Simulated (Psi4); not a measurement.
**wB97M-V/def2-TZVPPD (core potential) run of InH3 (SMILES [H][In]([H])[H])**

Aim: the energy change on altering one bond length of InH3 at wB97M-V/def2-TZVPPD (core potential), from 2 runs. Input form: an ASE script.

The results are computed with Psi4 1.11.

## 1. The molecule

InH3 has 4 atoms, charge 0, and is taken as a singlet. SMILES: `[H][In]([H])[H]`. The shape comes from GFN2-xTB, which is rough for such elements, and wasn't checked as a minimum.

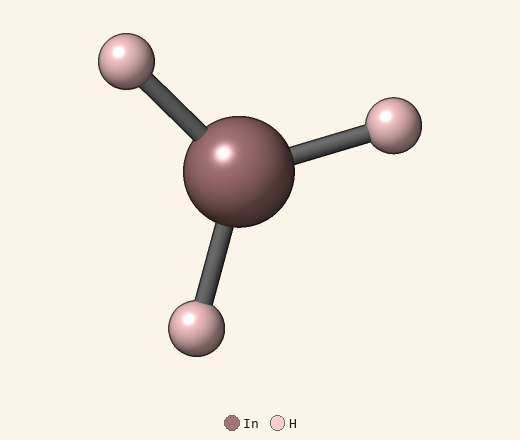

The structure, seen from a chosen angle (indium brown, hydrogen pink).

## 2. The energy at wB97M-V/def2-TZVPPD (core potential)

File h3in.xyz:

```xyz
4
H3In
In     0.000640    -0.000740    -0.000540
H      1.718930    -0.027790     0.013510
H     -0.834510     1.501400    -0.017780
H     -0.885060    -1.472880     0.004810
```

File h3in_ase.py:

```python
import numpy as np
from ase.calculators.psi4 import Psi4
from ase.io import read

mol = read('h3in.xyz')
calc = Psi4(atoms=mol, method='wb97m-v', basis='def2-TZVPPD', memory='1600MB', num_threads=1, charge=0, multiplicity=1, label='h3in')
calc.psi4.set_options({'puream': True, 'e_convergence': 1e-09, 'd_convergence': 1e-08, 'scf_type': 'pk', 'dft_radial_points': 99, 'dft_spherical_points': 590})
mol.calc = calc

print(f'energy: {mol.get_potential_energy():.6f} eV')
```

On the command line:

```
python h3in_ase.py
```

h3in.dat:

```text
[...]
    !!!  WARNING: ECP capability is in beta. Please check occupations closely.  !!!
[...]
  Running in c1 symmetry.
[...]
  Nuclear repulsion =   19.933362377118293
[...]
  Multiplicity = 1
[...]
  Nalpha       = 12
  Nbeta        = 12
[...]
    Number of basis functions: 107
[...]
   @RKS iter   1:  -191.74262829792278   -1.03302e+00   4.12086e-03 ADIIS/DIIS
[...]
   @RKS iter  10:  -191.82503867153753   -5.54223e-12   2.59921e-09 DIIS
[...]
    Orbital Energies [Eh]
    ---------------------
    Doubly Occupied:
       1A     -4.821092     2A     -3.222306     3A     -3.208986
       4A     -3.208982     5A     -0.886905     6A     -0.878697
       7A     -0.878694     8A     -0.875090     9A     -0.875056
      10A     -0.535623    11A     -0.381584    12A     -0.381320
[...]
  @RKS Final Energy:  -191.82503867153753
   => Energetics <=
    Nuclear Repulsion Energy =             19.9333623771182928
    One-Electron Energy =                -376.0900629234032522
    Two-Electron Energy =                 176.3297313504019428
    DFT Exchange-Correlation Energy =     -12.0914870371172629
    Empirical Dispersion Energy =           0.0000000000000000
    VV10 Nonlocal Energy =                  0.0934175614627939
    Total Energy =                       -191.8250386715375271
[...]
 Multipole Moments:
 ------------------------------------------------------------------------------------
     Multipole            Electronic (a.u.)      Nuclear  (a.u.)        Total (a.u.)
 ------------------------------------------------------------------------------------
 L = 1.  Multiply by 2.5417464519 to convert [e a0] to [Debye]
 Dipole X            :          0.0052854           -0.0038454            0.0014399
 Dipole Y            :         -0.0063716            0.0044313           -0.0019403
 Dipole Z            :         -0.0042858            0.0032446           -0.0010412
 Magnitude           :                                                    0.0026310
[...]
```

On the terminal:

```text
energy: -5219.825176 eV
```

Wall time 36 s (1 thread of Intel Xeon 6975P-C (Granite Rapids), shared host); peak memory 0.75 GiB.

## 3. The distorted shape at the same level

File run.py:

```python
import numpy as np
from ase.calculators.psi4 import Psi4
from ase import Atoms

atoms = Atoms(['In', 'H', 'H', 'H'], positions=[
    [0.125915, -0.226066, 0.002046],
    [1.844205, -0.253116, 0.016096],
    [-0.834510, 1.501400, -0.017780],
    [-0.759785, -1.698206, 0.007396],
])
calc = Psi4(atoms=atoms, method='wb97m-v', basis='def2-TZVPPD', memory='1600MB', num_threads=1, charge=0, multiplicity=1, label='calc')
calc.psi4.set_options({'puream': True, 'e_convergence': 1e-09, 'd_convergence': 1e-08, 'scf_type': 'pk', 'dft_radial_points': 99, 'dft_spherical_points': 590})
atoms.calc = calc

print(f'energy: {atoms.get_potential_energy():.6f} eV')
```

On the command line:

```
python run.py
```

calc.dat:

```text
[...]
    !!!  WARNING: ECP capability is in beta. Please check occupations closely.  !!!
[...]
  Running in c1 symmetry.
[...]
  Nuclear repulsion =   19.064935287278647
[...]
  Multiplicity = 1
[...]
  Nalpha       = 12
  Nbeta        = 12
[...]
    Number of basis functions: 107
[...]
   @RKS iter   1:  -191.73488664946174   -1.06370e+00   4.05195e-03 ADIIS/DIIS
[...]
   @RKS iter   9:  -191.81367837276269   -4.08136e-11   8.00806e-09 DIIS
[...]
    Orbital Energies [Eh]
    ---------------------
    Doubly Occupied:
       1A     -4.827678     2A     -3.228777     3A     -3.215635
       4A     -3.215572     5A     -0.892426     6A     -0.885148
       7A     -0.884770     8A     -0.881393     9A     -0.877899
      10A     -0.529835    11A     -0.387203    12A     -0.366225
[...]
  @RKS Final Energy:  -191.81367837276269
   => Energetics <=
    Nuclear Repulsion Energy =             19.0649352872786473
    One-Electron Energy =                -374.2696732171011718
    Two-Electron Energy =                 175.3613723626293961
    DFT Exchange-Correlation Energy =     -12.0638737946492967
    Empirical Dispersion Energy =           0.0000000000000000
    VV10 Nonlocal Energy =                  0.0935609890797257
    Total Energy =                       -191.8136783727626948
[...]
 Multipole Moments:
 ------------------------------------------------------------------------------------
     Multipole            Electronic (a.u.)      Nuclear  (a.u.)        Total (a.u.)
 ------------------------------------------------------------------------------------
 L = 1.  Multiply by 2.5417464519 to convert [e a0] to [Debye]
 Dipole X            :          0.3173780           -0.1920246            0.1253533
 Dipole Y            :         -0.5678644            0.3429000           -0.2249645
 Dipole Z            :          0.0022296           -0.0006399            0.0015897
 Magnitude           :                                                    0.2575364
[...]
```

The script printed:

```text
energy: -5219.516047 eV
```

It took 35 s on 1 thread of Intel Xeon 6975P-C (Granite Rapids), shared host; peak memory 0.74 GiB.

## 4. Results

At wB97M-V/def2-TZVPPD (core potential):

| quantity | value |
| --- | --- |
| first shape: total energy | -191.82504 Eh |
| first shape: dipole moment | 0.01 D |
| first shape: HOMO energy | -10.38 eV |
| first shape: LUMO energy | -0.43 eV |
| first shape: HOMO–LUMO gap | 9.95 eV |
| distorted shape: total energy | -191.81368 Eh |
| distorted shape: dipole moment | 0.65 D |
| distorted shape: HOMO energy | -9.97 eV |
| distorted shape: LUMO energy | -0.49 eV |
| distorted shape: HOMO–LUMO gap | 9.48 eV |
| energy change with the In1–H3 bond stretched from 1.719 to 1.977 Å | 0.309 eV |

In words: With the In1–H3 bond stretched from 1.719 to 1.977 Å the energy rises by 0.31 eV (7.1 kcal/mol). The first shape isn't relaxed at this level, so the change isn't measured from a minimum.
